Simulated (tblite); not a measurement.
## Geometry relaxation of C6H11BN2Si (part 1 of 4)

The run: geometry relaxation of C6H11BN2Si, SMILES N[SiH2]NBc1ccccc1. Method and program: GFN2-xTB geometry optimisation, gas phase (tblite 0.8.0).

It belongs to a series of runs on one base structure; here: H on B replaced by Ph.

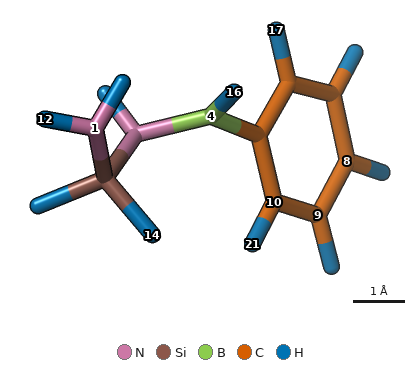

Fig. 1: The starting structure (stick view, seen at a tilt; atoms are numbered from 1 in the order of the input).

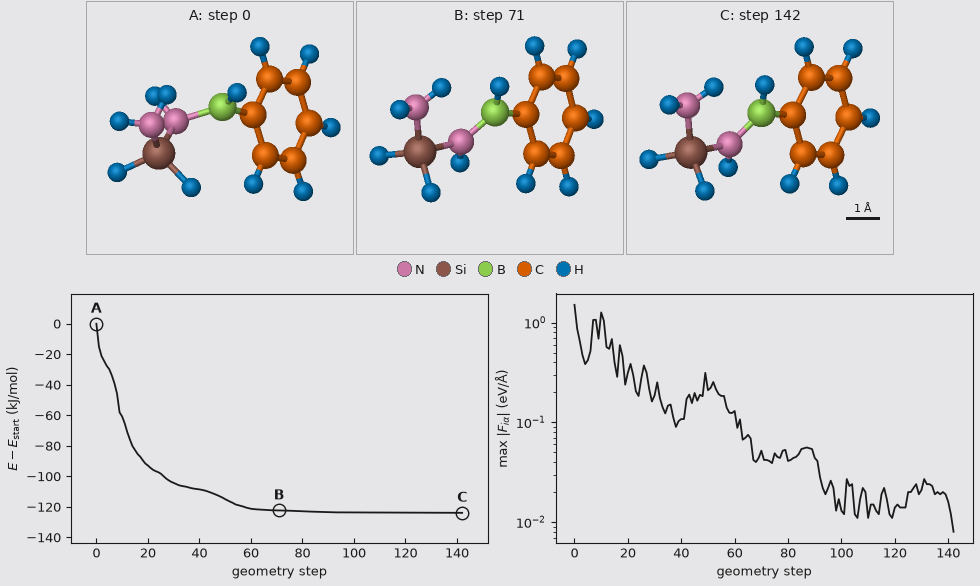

Fig. 2: Frames of the relaxation (ball-and-stick view, seen at a tilt) above the curves, on which the letters mark them (steps are counted from 0).

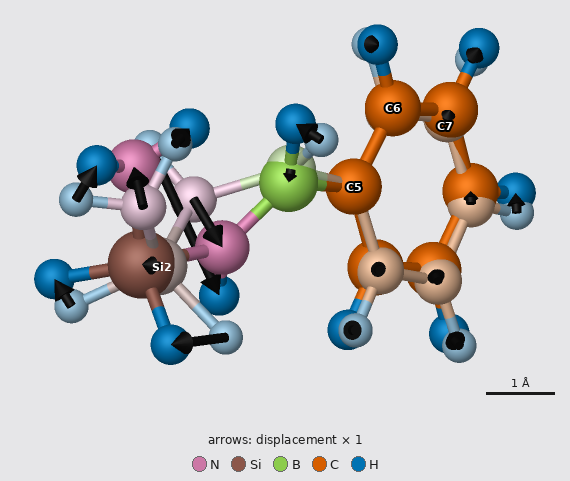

Fig. 3: Start (faint) and end (solid) with the displacements as black arrows, at true length (ball-and-stick view, seen at a tilt). The two geometries are laid on each other by the best rigid fit. After 142 geometry steps the energy has fallen by 123.9 kJ/mol. Largest force component: 1.5 eV/Å at the start, 0.008 eV/Å at the end. H15 moves most after the best rigid fit: 2.44 Å. Largest moves by element: H 2.44 Å, N 0.89 Å, Si 0.32 Å, C 0.28 Å, B 0.19 Å. Among the contacts that change: N3–B4 1.516 → 1.393 Å, N1–Si2 1.769 → 1.715 Å, N1–H11 1.048 → 1.007 Å, N3–H15 1.041 → 1.010 Å. Among the angles that change: Si2–N3–B4 112.9° → 132.8°, Si2–N1–H12 111.1° → 119.6°, N1–Si2–N3 115.1° → 107.7°. (Atoms are counted from 1 in the order of the input.)

These pictures come from the run below.

**Input file**
```
{"job": {"kind": "relax", "xc": "GFN2-xTB", "basis": "xTB"}, "charge": 0, "multiplicity": 1}
N      4.228700     0.232700     0.166600
Si     2.934400    -0.970500     0.076200
N      1.443400    -0.534700     0.929300
B      0.659200     0.556500     0.228500
C     -0.848800     0.325100    -0.051000
C     -1.760000     1.141300     0.594500
C     -3.124500     1.033700     0.404300
C     -3.572200     0.067900    -0.467500
C     -2.681100    -0.778800    -1.147900
C     -1.327200    -0.632200    -0.927000
H      3.898000     1.185900     0.449000
H      4.978400    -0.077300     0.794900
H      3.421500    -2.212400     0.686800
H      2.590500    -1.204300    -1.334800
H      1.569700    -0.360800     1.948300
H      1.159100     1.526800    -0.180000
H     -1.381800     1.904900     1.292300
H     -3.811700     1.672400     0.931100
H     -4.645600    -0.063200    -0.650500
H     -3.089900    -1.514800    -1.820700
H     -0.649100    -1.281300    -1.458800
```

The first line tells a small driver script what to run in tblite; the rest is the geometry in Å.

Launch command:
```bash
OMP_NUM_THREADS=1 python <driver script> task.json out
```

**What the program printed**
```
step      E/eV     max force
  0    -741.98487    1.811
  1    -742.14098    1.107
  2    -742.20419    0.775
  3    -742.23710    0.648
  4    -742.27032    0.480
  5    -742.29354    0.520
  6    -742.33609    0.685
  7    -742.38876    1.161
  8    -742.45811    1.215
  9    -742.58637    0.876
 10    -742.61461    1.652
 11    -742.66141    1.256
 12    -742.72103    0.665
 13    -742.77030    0.622
 14    -742.81508    0.876
 15    -742.84151    0.454
 16    -742.86926    0.361
 17    -742.88716    0.711
 18    -742.91153    0.591
 19    -742.93389    0.351
 20    -742.94734    0.317
 21    -742.96335    0.470
 22    -742.97674    0.432
 23    -742.98578    0.239
 24    -742.99250    0.193
 25    -743.00261    0.376
 26    -743.01861    0.569
 27    -743.03464    0.511
 28    -743.04732    0.274
 29    -743.05775    0.221
 30    -743.06529    0.260
 31    -743.07348    0.386
 32    -743.08115    0.252
 33    -743.08564    0.143
 34    -743.08855    0.127
 35    -743.09198    0.184
 36    -743.09728    0.195
 37    -743.10156    0.144
 38    -743.10474    0.124
 39    -743.10703    0.123
 40    -743.10953    0.132
 41    -743.11278    0.129
 42    -743.11695    0.197
 43    -743.12215    0.215
 44    -743.12836    0.204
 45    -743.13504    0.268
 46    -743.14207    0.225
 47    -743.14920    0.240
 48    -743.15750    0.205
 49    -743.16580    0.361
 50    -743.17594    0.246
 51    -743.18498    0.271
 52    -743.19357    0.273
 53    -743.20136    0.236
 54    -743.21157    0.225
 55    -743.21652    0.184
 56    -743.22162    0.227
 57    -743.22603    0.187
 58    -743.23228    0.161
 59    -743.23680    0.158
 60    -743.24113    0.148
 61    -743.24331    0.103
 62    -743.24495    0.121
 63    -743.24608    0.097
 64    -743.24728    0.072
 65    -743.24842    0.083
 66    -743.25013    0.071
 67    -743.25079    0.045
 68    -743.25125    0.041
 69    -743.25157    0.045
 70    -743.25206    0.058
 71    -743.25262    0.046
 72    -743.25309    0.050
 73    -743.25343    0.042
 74    -743.25380    0.045
 75    -743.25431    0.055
 76    -743.25496    0.053
 77    -743.25569    0.060
 78    -743.25650    0.066
 79    -743.25738    0.056
 80    -743.25820    0.051
 81    -743.25878    0.046
 82    -743.25926    0.047
 83    -743.25983    0.048
 84    -743.26062    0.067
 85    -743.26139    0.063
 86    -743.26198    0.060
 87    -743.26247    0.058
 88    -743.26305    0.059
 89    -743.26381    0.067
 90    -743.26453    0.056
 91    -743.26501    0.042
 92    -743.26528    0.033
 93    -743.26545    0.027
 94    -743.26558    0.023
 95    -743.26570    0.023
 96    -743.26582    0.028
 97    -743.26594    0.026
 98    -743.26602    0.017
 99    -743.26606    0.018
100    -743.26609    0.015
101    -743.26612    0.014
102    -743.26618    0.029
103    -743.26624    0.023
104    -743.26630    0.025
105    -743.26634    0.013
106    -743.26638    0.013
107    -743.26641    0.018
108    -743.26645    0.022
109    -743.26649    0.020
110    -743.26652    0.015
111    -743.26656    0.016
112    -743.26659    0.017
113    -743.26662    0.014
114    -743.26665    0.014
115    -743.26669    0.021
116    -743.26674    0.023
117    -743.26680    0.018
118    -743.26684    0.012
119    -743.26686    0.012
120    -743.26689    0.015
121    -743.26693    0.018
122    -743.26698    0.018
123    -743.26703    0.017
124    -743.26708    0.015
125    -743.26712    0.021
126    -743.26718    0.023
127    -743.26725    0.025
128    -743.26733    0.029
129    -743.26742    0.027
130    -743.26752    0.025
131    -743.26765    0.031
132    -743.26780    0.029
133    -743.26792    0.029
134    -743.26801    0.027
135    -743.26811    0.021
136    -743.26821    0.025
137    -743.26831    0.021
138    -743.26842    0.020
139    -743.26851    0.023
140    -743.26858    0.020
141    -743.26865    0.014
142    -743.26868    0.009
```

**Trajectory as extended XYZ (Å, eV, eV/Å), 39 of the 143 frames kept, from step=0 to step=142**
```
21
Properties=species:S:1:pos:R:3:forces:R:3 step=0 energy=-741.98487
N     4.2287    0.2327    0.1666   -0.6250   0.2760   0.7970
Si    2.9344   -0.9705    0.0762   -0.1190   0.2500   0.3040
N     1.4434   -0.5347    0.9293    0.3340   1.5090  -0.2300
B     0.6592    0.5565    0.2285    0.6810  -1.4960   0.7600
C    -0.8488    0.3251   -0.0510    0.3270   0.1980   0.1980
C    -1.7600    1.1413    0.5945   -0.0500   0.9180   0.7320
C    -3.1245    1.0337    0.4043    0.2320  -0.2740  -0.1000
C    -3.5722    0.0679   -0.4675   -0.5210  -0.7510  -0.6820
C    -2.6811   -0.7788   -1.1479   -0.6140   0.7940   0.6080
C    -1.3272   -0.6322   -0.9270   -0.3080  -0.5680  -0.4240
H     3.8980    1.1859    0.4490    0.6160  -1.2180  -0.3480
H     4.9784   -0.0773    0.7949   -0.3410   0.5220  -0.4580
H     3.4215   -2.2124    0.6868   -0.0800   0.0810   0.0810
H     2.5905   -1.2043   -1.3348    0.0170   0.1600   0.1650
H     1.5697   -0.3608    1.9483   -0.3060  -0.3790  -1.2210
H     1.1591    1.5268   -0.1800    0.2430   0.2120   0.0250
H    -1.3818    1.9049    1.2923   -0.1770  -0.3600  -0.3450
H    -3.8117    1.6724    0.9311   -0.0710   0.0770   0.0280
H    -4.6456   -0.0632   -0.6505    0.4210   0.1170   0.1170
H    -3.0899   -1.5148   -1.8207    0.1460  -0.0690  -0.0560
H    -0.6491   -1.2813   -1.4588    0.1930   0.0000   0.0510
21
Properties=species:S:1:pos:R:3:forces:R:3 step=4 energy=-742.27032
N     4.1854    0.2037    0.2077    0.3320   0.2040   0.1310
Si    2.9319   -0.9669    0.0898    0.2190  -0.3700  -0.1880
N     1.5026   -0.4512    0.8918   -0.1130   0.2090   0.0560
B     0.6800    0.5194    0.2400   -0.1370   0.2630  -0.2110
C    -0.8448    0.3207   -0.0342   -0.0640  -0.0370   0.1300
C    -1.7625    1.1555    0.6031   -0.0170  -0.0160   0.0700
C    -3.1233    1.0205    0.3999    0.0730   0.0510   0.0250
C    -3.5918    0.0593   -0.4750   -0.0400  -0.0990  -0.0830
C    -2.6993   -0.7637   -1.1415    0.0720   0.0430   0.0480
C    -1.3384   -0.6367   -0.9229    0.0350  -0.0280   0.0590
H     3.9272    1.1502    0.4326   -0.0690   0.1130  -0.1180
H     4.9797   -0.0408    0.7690    0.3140  -0.0320  -0.0410
H     3.4091   -2.2016    0.6984   -0.0580  -0.1010   0.1680
H     2.5926   -1.1860   -1.3145   -0.0220   0.0730  -0.0520
H     1.5376   -0.4009    1.8931   -0.2770  -0.3840   0.0810
H     1.1707    1.5149   -0.1693    0.0370   0.0300  -0.1200
H    -1.3878    1.9049    1.2901   -0.0780  -0.0080  -0.0320
H    -3.8105    1.6670    0.9233   -0.0670   0.0320   0.0080
H    -4.6503   -0.0578   -0.6466   -0.0810   0.0290   0.0220
H    -3.0751   -1.5136   -1.8204    0.0240  -0.0330  -0.0680
H    -0.6418   -1.2799   -1.4510   -0.0820   0.0610   0.1140
21
Properties=species:S:1:pos:R:3:forces:R:3 step=7 energy=-742.38876
N     4.1938    0.1793    0.2736    0.4220   0.2290   0.0130
Si    2.9708   -1.0146    0.0799   -0.0060   0.8860   0.4140
N     1.5846   -0.3217    0.8521   -0.3860  -0.2550   1.0650
B     0.6679    0.5529    0.1976    0.5110  -0.4790   0.4980
C    -0.8546    0.3032    0.0142    0.0270   0.2490  -0.1230
C    -1.7727    1.1511    0.6153   -0.2000   0.1180   0.2730
C    -3.1279    1.0143    0.3975   -0.2580  -0.0800  -0.0750
C    -3.6117    0.0533   -0.4785    0.0390   0.0110   0.0000
C    -2.6998   -0.7574   -1.1402   -0.2230  -0.0940   0.0810
C    -1.3449   -0.6347   -0.8906   -0.0960  -0.0320   0.0700
H     3.9420    1.1514    0.3914   -0.0320  -0.2340  -0.0760
H     5.0669   -0.0023    0.7336    0.1300  -0.0670  -0.0950
H     3.3804   -2.2174    0.7563    0.0400  -0.3800   0.1740
H     2.5908   -1.1471   -1.3062    0.0310  -0.1570  -0.4200
H     1.4271   -0.5468    1.8436   -0.2620  -0.3260  -1.0540
H     1.1912    1.5047   -0.1903   -0.0310   0.5810  -0.7590
H    -1.4093    1.9150    1.2911   -0.0720  -0.0070   0.0070
H    -3.8191    1.6615    0.9097   -0.1150   0.1230   0.0680
H    -4.6856   -0.0464   -0.6393    0.3580  -0.0080  -0.0090
H    -3.0484   -1.5146   -1.8317    0.0020   0.0780  -0.0050
H    -0.6502   -1.2668   -1.4156    0.1210  -0.1560  -0.0470
21
Properties=species:S:1:pos:R:3:forces:R:3 step=11 energy=-742.66141
N     4.2773    0.1842    0.3296   -0.3810  -0.1320  -0.1960
Si    3.0119   -0.9481    0.1341   -0.0740  -0.6770  -0.1350
N     1.6061   -0.2564    0.9252    0.3860   0.4740  -1.0450
B     0.7246    0.5739    0.2159   -0.5320   0.6030  -0.3330
C    -0.8545    0.3305    0.0442    0.0520  -0.0490   0.0120
C    -1.8093    1.1467    0.6564    0.2350   0.0690  -0.1650
C    -3.1650    1.0122    0.4032    0.2890   0.1000   0.2290
C    -3.6201    0.0503   -0.4783    0.0670   0.0160   0.0920
C    -2.7097   -0.7698   -1.1195    0.4010   0.0750   0.1230
C    -1.3537   -0.6359   -0.8437    0.2510   0.0990  -0.0370
H     3.9605    1.1355    0.3399    0.3580   0.2600   0.1130
H     5.1971    0.0250    0.6814    0.1460   0.0550  -0.0040
H     3.3400   -2.2571    0.8255   -0.1950   0.7220  -0.3680
H     2.6140   -1.1330   -1.3269    0.3760   0.0080   0.7540
H     1.2469   -0.7807    1.6744   -0.6220  -0.8450   0.6910
H     1.1851    1.5482   -0.3443   -0.1950  -0.7120   0.1410
H    -1.4506    1.9342    1.3057   -0.1280  -0.0070   0.1120
H    -3.8553    1.6759    0.9045   -0.0750  -0.0410  -0.0320
H    -4.6773   -0.0404   -0.6419   -0.2170  -0.0910  -0.1810
H    -3.0268   -1.5051   -1.8472   -0.0720   0.0170   0.1000
H    -0.6501   -1.2730   -1.3746   -0.0710   0.0560   0.1290
21
Properties=species:S:1:pos:R:3:forces:R:3 step=15 energy=-742.84151
N     4.2767    0.1744    0.3356    0.0650   0.2280   0.0230
Si    3.0051   -0.9487    0.1535    0.0160   0.3600   0.0530
N     1.5851   -0.2566    0.9090   -0.4000  -0.2000  -0.0760
B     0.7081    0.6028    0.2168   -0.1380  -0.2850  -0.0740
C    -0.8449    0.3472    0.0484   -0.1600   0.0220   0.1050
C    -1.8004    1.1596    0.6563   -0.1330   0.1230   0.0800
C    -3.1583    1.0144    0.4227   -0.0420  -0.0230  -0.1070
C    -3.6120    0.0523   -0.4654    0.0150  -0.0140   0.0090
C    -2.6873   -0.7646   -1.0981   -0.0160   0.0730  -0.0250
C    -1.3327   -0.6247   -0.8333   -0.0330   0.0340   0.0160
H     4.0166    1.1434    0.3382    0.0940   0.1720   0.0200
H     5.2195    0.0402    0.6485   -0.0470  -0.1770  -0.0560
H     3.3083   -2.1972    0.8071    0.0780  -0.3030   0.2480
H     2.6719   -1.1385   -1.2535    0.0700  -0.0910  -0.2390
H     1.1638   -0.8806    1.5895   -0.0680   0.0870  -0.2320
H     1.1621    1.4964   -0.3938    0.1500  -0.0030  -0.0460
H    -1.4749    1.9417    1.3280    0.0500   0.0120   0.0530
H    -3.8714    1.6754    0.9009    0.0970  -0.0530   0.0370
H    -4.6749   -0.0499   -0.6642    0.1950  -0.0050   0.0050
H    -3.0245   -1.4928   -1.8299    0.0770   0.0350   0.1700
H    -0.6447   -1.2770   -1.3526    0.1310   0.0100   0.0370
21
Properties=species:S:1:pos:R:3:forces:R:3 step=19 energy=-742.93389
N     4.2921    0.2193    0.3391   -0.1320   0.0000   0.1090
Si    3.0066   -0.9029    0.1866    0.0890  -0.1640  -0.0870
N     1.5010   -0.3078    0.8642    0.2390  -0.1620  -0.1990
B     0.6691    0.5884    0.1868    0.1890  -0.0230  -0.0280
C    -0.8718    0.3713    0.0704    0.0700   0.0740  -0.0700
C    -1.8189    1.1891    0.6747    0.0580  -0.0810   0.0520
C    -3.1658    1.0235    0.4266   -0.0870   0.0980   0.0820
C    -3.5957    0.0542   -0.4559    0.0030   0.0730  -0.0810
C    -2.6649   -0.7500   -1.0835   -0.0920  -0.1020  -0.0280
C    -1.3186   -0.6098   -0.8176   -0.0300  -0.0160   0.0610
H     4.0895    1.2034    0.3439    0.1030   0.0290   0.0390
H     5.2369    0.0089    0.6111   -0.1710  -0.0100  -0.0440
H     3.2934   -2.1865    0.8408    0.0350   0.1720   0.1230
H     2.7443   -1.1629   -1.2390    0.0690   0.0140  -0.0380
H     1.0544   -0.9711    1.4788   -0.1000  -0.0150  -0.0050
H     1.1680    1.4415   -0.4483    0.0690   0.0290   0.0100
H    -1.4877    1.9550    1.3615   -0.0080   0.0430   0.0040
H    -3.8756    1.6695    0.9113   -0.1850   0.1010   0.1000
H    -4.6414   -0.0613   -0.6838   -0.1500  -0.0020   0.0350
H    -3.0087   -1.4863   -1.7876    0.0050  -0.2090  -0.1380
H    -0.6151   -1.2685   -1.3167    0.0260   0.1530   0.1050
```
